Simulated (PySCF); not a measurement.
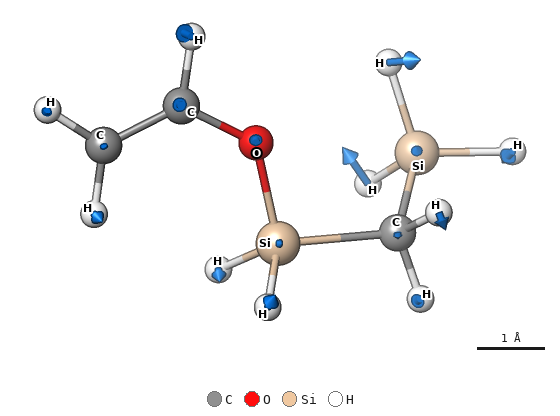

A relaxation of C3H10OSi2. The starting structure is drawn; blue arrows show the displacements, at their true length. The two geometries are superimposed by the best rigid fit.

A ball-and-stick model, seen at a tilt.

The start comes from GFN2-xTB.

Theory: PBE0-D3(BJ)/def2-SVP geometry optimisation, gas phase in PySCF 2.14.0, density-fitted response routines. 

**Atoms of which element are displaced furthest, and by how much?**

Hydrogen: up to 0.75 Å, against 0.25 Å for carbon.

**Describe the change and its energy.**

The largest move after the best rigid fit is that of an H atom, 0.75 Å. By element the largest moves are H 0.75 Å, C 0.25 Å, O 0.21 Å, Si 0.17 Å. Near-neighbour distances that change, for instance: O–Si 1.631 → 1.688 Å, H–Si 1.463 → 1.491 Å, C–Si 1.889 → 1.862 Å, C–H 1.075 → 1.094 Å. Bond angles that change, for instance: C–O–Si 132.0° → 127.9°, O–Si–C 102.2° → 104.6°. After 14 geometry steps the energy has fallen by 0.151 eV. The largest force component goes from 1.4 to 0.021 eV/Å.
